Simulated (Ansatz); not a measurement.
GaH₂NOSi

```
atom    x (Å)    y (Å)    z (Å)
  Ga   1.4383  -2.3029  -0.7457
   N  -1.9537   0.2046   0.2231
   O  -0.0668  -1.2989  -0.7563
  Si  -1.4489  -0.5017  -1.2683
   H  -1.4696   0.1014   1.1140
   H  -2.7876   0.7807   0.2988
```

Geometry: r2SCAN-D4/def2-SVP.

These are results of isolated molecule in a Gaussian basis; Kohn-Sham density functional theory, functional PBE0 in Ansatz 0.2.0, not measurements.

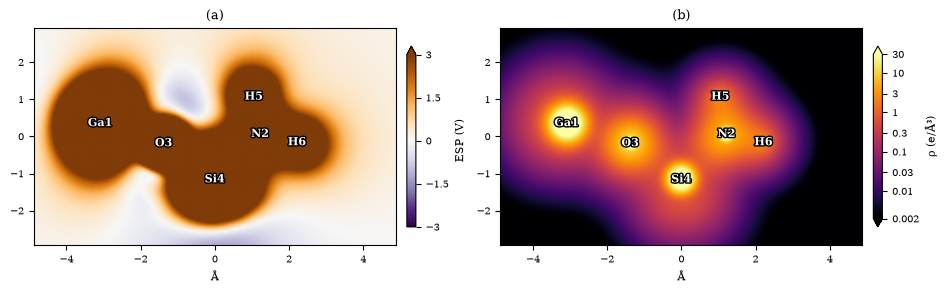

Figure 1. (a) electrostatic potential; (b) electron density on the molecular plane.

### What do the fields say about this system?

- The plane passes through Ga, N, O, Si and H nuclei.
- Si–O (1.68 Å): ρ is about 1.1 e/Å³ halfway.
- Si–N (1.73 Å): ρ is about 1.1 e/Å³ halfway.
- Ga–O (1.81 Å): ρ at the midpoint is about 0.82 e/Å³.
- N–H (1.02 Å): the density is about 2.8 e/Å³ at the midpoint.
- Outside the dense part of the molecule the potential is most negative (−1.2 V) near Si4.

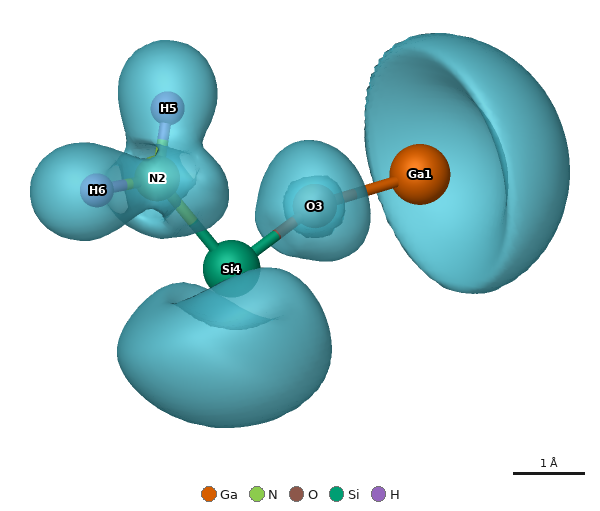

Figure 2. Isosurface of the ELF at 0.75 (cyan), seen at an oblique angle. Only the valence region is drawn (cores and ρ < 0.01 e/Å³ removed).

### Where are the electrons localised?

The ELF exceeds this value in one region on O in which the atom's valence shell and bonds are merged, one lobe on Ga, pointing away from the bonds (lone pairs), one lobe on Si, pointing away from the bonds (lone pairs) and one joined region spread over several atoms (H, N), in which their bonds and any lone pairs are merged. Along the contacts the grid gives the following. Si–O (1.68 Å): the ELF peaks at about 0.85 between the atoms: a polar covalent bond. Si–N (1.73 Å): the ELF peaks at about 0.90 between the atoms, as expected for a polar covalent bond.

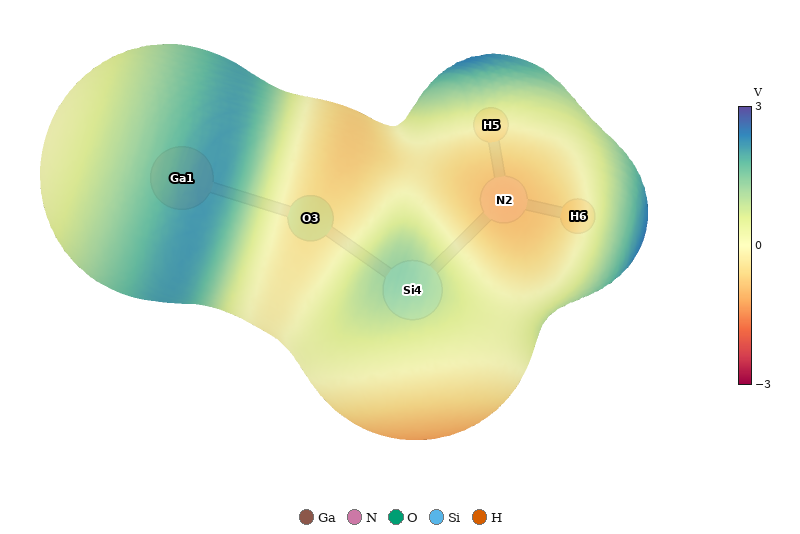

Figure 3. The molecular electrostatic potential painted on the density surface at 0.004 e/bohr³, seen across its widest extent; the colour scale runs from red (negative) to blue (positive).

### Which sites attract a positive test charge, and which a negative one?

A positive charge is drawn to the negative regions and a negative charge to the positive ones. The most negative region (about −1.3 V) lies over Si4, the most positive (about +2.4 V) over H5 and H6.

### How polar is the molecule by this calculation?

Its dipole moment is 1.65 D.
